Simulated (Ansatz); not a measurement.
Br8Hf2 (Hf2(Br)8)

```xyz
10

Hf    0.4933    2.0938   -0.0602
Br    0.7316    2.8225    2.3047
Br   -0.7455    4.0422   -0.9939
Br    2.6265    2.2981   -1.3252
Br   -1.4687    0.4836   -0.8198
Hf   -0.4929   -2.0921    0.0593
Br   -0.7290   -2.8283   -2.3037
Br   -2.6280   -2.2915    1.3233
Br    0.7409   -4.0415    1.0009
Br    1.4718   -0.4869    0.8145
```

Geometry: PBE-D4/def2-SVP; core potentials replace the inner electrons of Hf.

Level of theory: RKS PBE0-D4/def2-SVP (Ansatz).

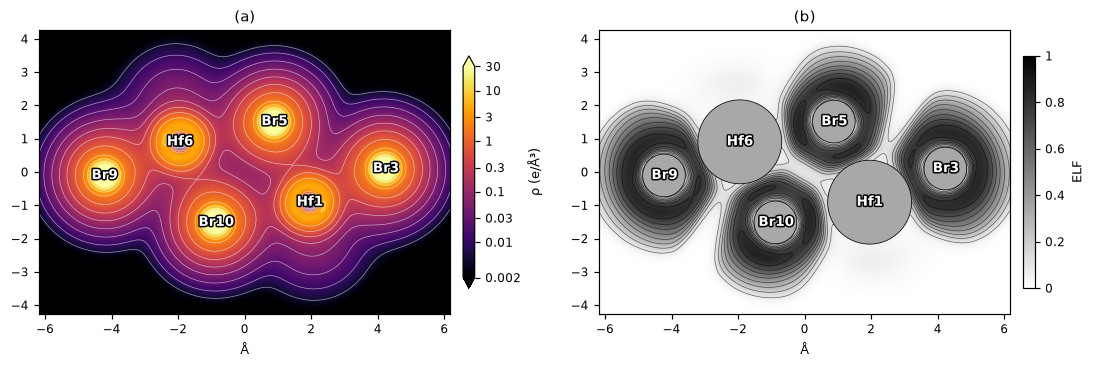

Figure 1. (a) electron density; (b) electron localisation function on the plane of atoms Br9, Hf6 and Br10. Grey discs cover the atomic cores in the ELF map.

What do the fields say about this system?

Answer. Atoms in the plane: Hf and Br. Hf–Br (2.49 Å): ρ is about 0.54 e/Å³ halfway; the ELF peaks at about 0.75 in the valence shell of Br, 1.0 Å from its nucleus, and is about 0.45 at the midpoint. Hf–Br (2.65 Å): the density is about 0.4 e/Å³ at the midpoint; the ELF peaks at about 0.80 in the valence shell of Br, 1.0 Å from its nucleus, and is about 0.45 at the midpoint.

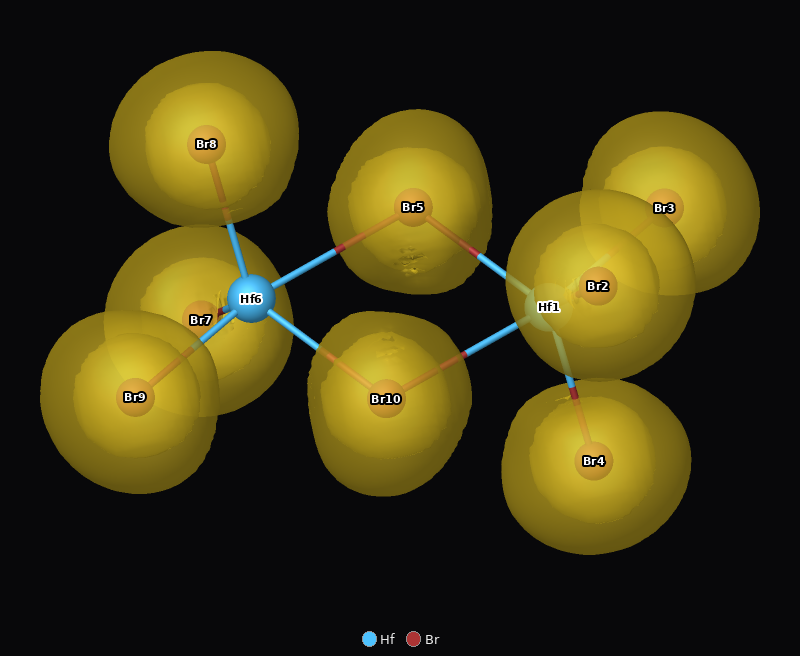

Figure 2. Isosurface of the ELF at 0.75 (yellow), seen at an oblique angle. Only the valence region is drawn (cores and ρ < 0.01 e/Å³ removed).

Identify the bonds, lone pairs and shells in this picture.

Answer. The surface consists of eight regions wrapped around Br (the valence shell of each).

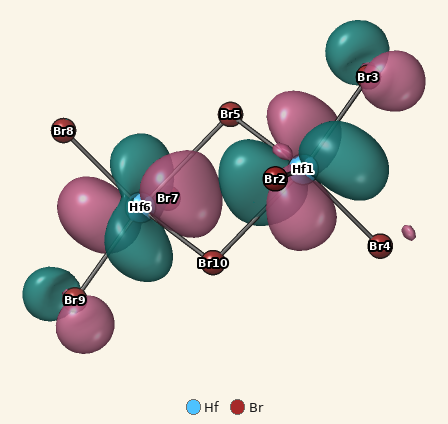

Figure 3. The LUMO at ±0.08 Å⁻³ᐟ² (teal and pink are the two phases), seen at a tilt.

Describe this orbital and give its energy.

Answer. It lies mainly on Hf1 (about 35 %), Hf6 (about 35 %), Br3 (about 5 %) and Br9 (about 5 %); it is ungerade (odd under inversion). Its energy is −3.04 eV.
